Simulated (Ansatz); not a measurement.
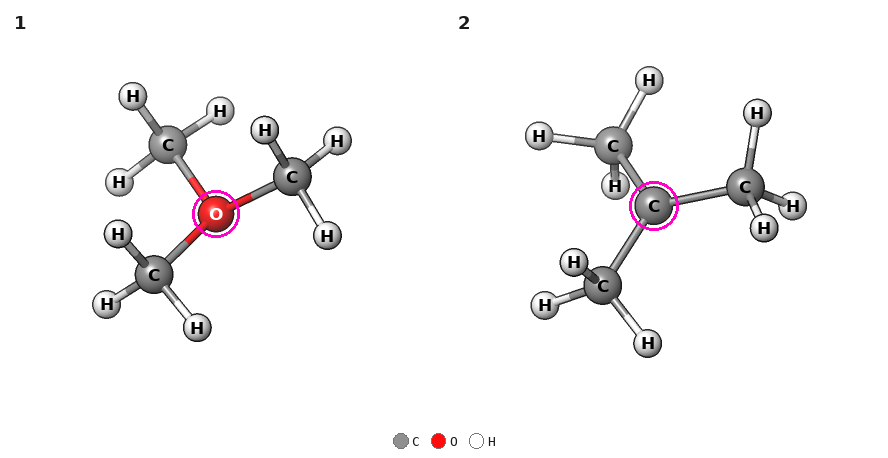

2 molecules with one skeleton, seen from the same side and at one scale; the atom that differs is circled. Each species has charge +1 and is a spin singlet. Computed geometries: PBE0-D4/def2-TZVP optimisations, one conformation each. Properties computed with Ansatz 0.2.0.

One atom differs, called X below: O in panel 1, C in panel 2. Their formulas are C3H9O(+) (`C[O+](C)C`), C4H9(+) (`C[C+](C)C`).

Question: In which is the HOMO energy (Kohn–Sham orbital) higher (B3LYP-D4/def2-TZVPP)?

Answer: In panel 1 (X = O).

Question: In which is the harmonic zero-point energy higher (PBE0-D4/def2-TZVP)?

Answer: In panel 1 (X = O).

Give the values. With PBE0-D4/def2-TZVP: mean length of X–C (Å), mean angle C–X–C (°), harmonic zero-point energy (kJ/mol). With B3LYP-D4/def2-TZVPP: HOMO energy (Kohn–Sham orbital) (eV), HOMO–LUMO gap (eV).

| quantity | 1 (O) | 2 (C) | 2 − 1 |
| --- | --- | --- | --- |
| mean length of X–C (Å) | 1.464 | 1.451 | −0.013 |
| mean angle C–X–C (°) | 113.9 | 120.0 | +6.1 |
| HOMO energy (Kohn–Sham orbital) (eV) | −14.93 | −16.02 | −1.09 |
| HOMO–LUMO gap (eV) | 9.91 | 7.32 | −2.59 |
| harmonic zero-point energy (kJ/mol) | 319.1 | 305.7 | −13.4 |
